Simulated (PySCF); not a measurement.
Run report: SiPH₄Cl, spin–spin coupling calculation

The run: spin–spin coupling calculation of SiPH₄Cl. Method and program: B3LYP/def2-TZVP indirect spin-spin coupling, non-relativistic, gas phase (PySCF 2.14.0).

The geometry comes from this level: PBE0-D3(BJ)/def2-SVP. Figures and captions count atoms from 1; the log counts them from 0 in places.

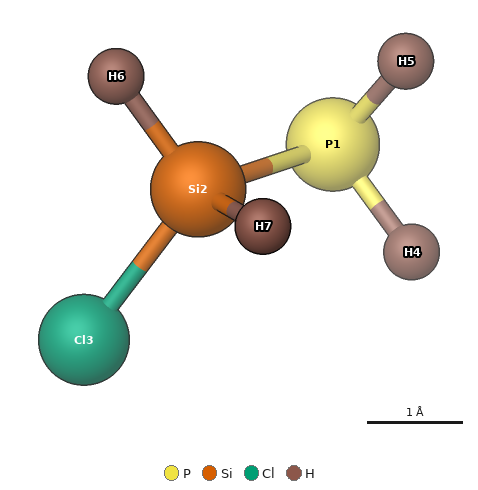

Fig. 1: The structure as given in the input (ball-and-stick view, seen at a tilt; atoms are numbered from 1 in the order of the input). Bond lengths as drawn: Cl–Si 2.07 Å, H–P 1.43 Å, H–Si 1.49 Å and P–Si 2.26 Å.

The input
```
{"job": {"kind": "j", "xc": "B3LYP", "basis": "def2-TZVP"}, "charge": 0, "multiplicity": 1}
P     -0.143821    -1.289114    -1.810786
Si    -2.203127    -0.864354    -0.989599
Cl    -3.500842    -2.311877    -1.704339
H      0.076442    -2.372399    -0.904532
H      0.449065    -0.322324    -0.936045
H     -2.650655     0.466089    -1.490394
H     -2.275473    -0.887173     0.499270
```

The first line tells a small driver script what to run in PySCF; the rest is the geometry in Å.

Machine: 1 CPU thread, shared host.

Launch command:
```bash
OMP_NUM_THREADS=1 python <driver script> task.json out
```

The program's output
```
coarse grid: 7352 points
cycle   1  E = -1093.5795284112  dE = -2.916e-02  |g| = 2.664e-01  |ddm| = 1.895e+00
cycle   2  E = -1093.5728091544  dE =  6.719e-03  |g| = 3.104e-01  |ddm| = 5.030e-01
cycle   3  E = -1093.5970771735  dE = -2.427e-02  |g| = 3.846e-02  |ddm| = 2.874e-01
cycle   4  E = -1093.5973944882  dE = -3.173e-04  |g| = 1.208e-02  |ddm| = 3.720e-02
cycle   5  E = -1093.5974366957  dE = -4.221e-05  |g| = 2.979e-03  |ddm| = 1.306e-02
cycle   6  E = -1093.5974388091  dE = -2.113e-06  |g| = 7.851e-04  |ddm| = 3.016e-03
final grid: 57088 points
cycle   7  E = -1093.5904477411  dE = -5.491e-06  |g| = 2.159e-03  |ddm| = 8.706e-03
cycle   8  E = -1093.5904475811  dE =  1.600e-07  |g| = 2.018e-03  |ddm| = 2.928e-03
cycle   9  E = -1093.5904483909  dE = -8.098e-07  |g| = 3.303e-04  |ddm| = 1.800e-03
cycle  10  E = -1093.5904484206  dE = -2.965e-08  |g| = 5.672e-05  |ddm| = 2.864e-04
cycle  11  E = -1093.5904484215  dE = -9.516e-10  |g| = 1.236e-05  |ddm| = 6.197e-05
```

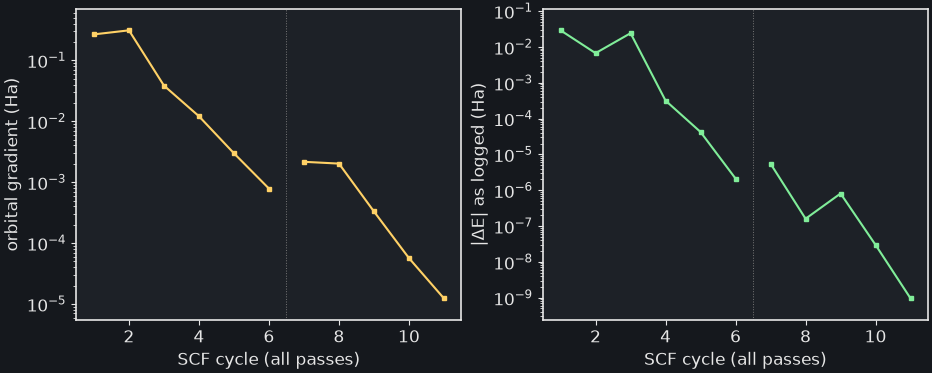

Fig. 2: Convergence of the self-consistent field: orbital gradient and size of the energy change against the SCF cycle. The dotted line marks the change from a coarse to the final integration grid. The first 6 cycles use a coarse grid, the final grid takes over at cycle 7, and the field converges after 11 cycles in all.

```
converged SCF energy = -1093.5904484215

Indirect spin-spin couplings (Hz)
  i      j    bonds     total        FC       PSO       DSO        SD
  0 P    1 Si   1     32.893    31.258    10.741    -0.068    -9.039
  0 P    3 H    1    142.565   135.499     6.942     0.383    -0.259
  0 P    4 H    1    139.047   131.481     7.446     0.368    -0.248
  0 P    5 H    2     36.559    37.095    -0.235    -0.286    -0.015
  0 P    6 H    2     -3.943    -2.750    -0.533    -0.387    -0.273
  1 Si   3 H    2      7.927     7.687     0.341    -0.018    -0.083
  1 Si   4 H    2      3.774     3.730     0.194    -0.028    -0.122
  1 Si   5 H    1   -191.743  -192.056     0.980    -0.296    -0.371
  1 Si   6 H    1   -199.959  -200.303     1.014    -0.295    -0.376
  3 H    4 H    2     -8.648    -8.806     0.946    -0.840     0.053
  3 H    5 H    3      8.900     9.840     1.125    -2.082     0.017
  3 H    6 H    3      5.119     4.926    -0.146     0.322     0.017
  4 H    5 H    3     -0.960    -0.948     0.138    -0.156     0.006
  4 H    6 H    3      1.617     1.466    -0.081     0.224     0.009
  5 H    6 H    2     15.389    16.137     0.954    -1.751     0.049
```

Results in brief

| quantity | value |
| --- | --- |
| outcome | converged |
| total energy | −1093.590448 hartree |
| HOMO | −7.65 eV |
| LUMO | −0.38 eV |
| dipole moment | 1.56 D |
| wall time | 11 s |
| peak memory | 0.58 GiB |
